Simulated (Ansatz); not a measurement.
The calculation's input:

```
crystal:
  periodic: [false, false, false]
  atoms:
    - { symbol: Ge, position_ang: [0.245873, 0.0, 0.056152] }
    - { symbol: F, position_ang: [0.562008, 0.0, 1.71818] }
    - { symbol: H, position_ang: [1.756964, 0.0, -0.105286] }
    - { symbol: F, position_ang: [-0.685722, 1.363996, -0.412173] }
    - { symbol: F, position_ang: [-0.685722, -1.363996, -0.412173] }
basis:
  gaussian: { orbitals: def2-SVP }
hamiltonian:
  xc: b3lyp
  dispersion: d4
relax:
  f_tol: 0.03
  max_steps: 50
output:
  orbitals: {}
```

Run with:

```sh
ansatz run input.yaml --threads 1 --pin off --max-ram 2048MiB --backend cpu --events-out ev --progress --plain --runs-dir out
```

The fields are those of the run's last geometry, not of the input's.

Level of theory: RKS B3LYP-D4/def2-SVP in Ansatz 0.2.0.

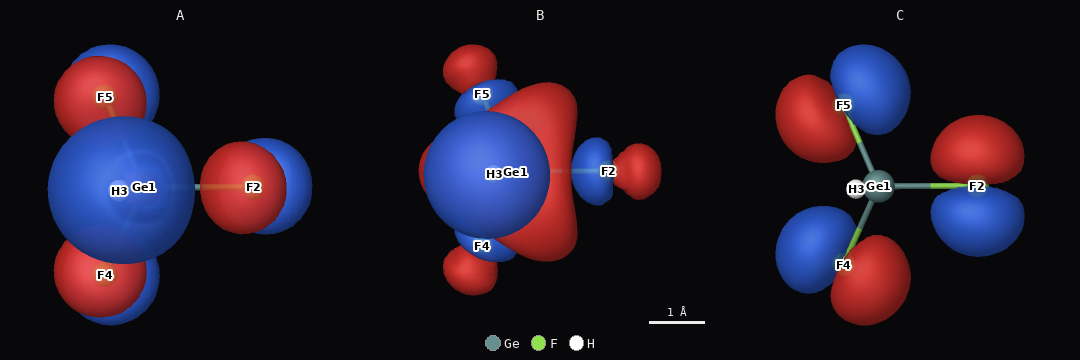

F₃GeH. Three frontier orbitals at ±0.1 Å⁻³ᐟ² (red and blue are the two phases), in no order.

Order the three orbitals by energy and name them.

C is the HOMO−1 (−11.25 eV). By Hirshfeld shares it lies mainly on F2 (about 30 %), F4 (about 30 %) and F5 (about 30 %); largely a combination of lone pairs on F2, F4 and F5. A is the HOMO (−10.90 eV). Its weight (Hirshfeld) is mainly on H3 (about 25 %), Ge1 (about 20 %), F2 (about 20 %), F4 (about 20 %) and F5 (about 20 %). B is the LUMO (−0.80 eV). It lies mainly on Ge1 (about 45 %), H3 (about 20 %), F2 (about 10 %), F4 (about 10 %) and F5 (about 10 %).

What is the HOMO–LUMO gap?

10.10 eV between the orbital energies.
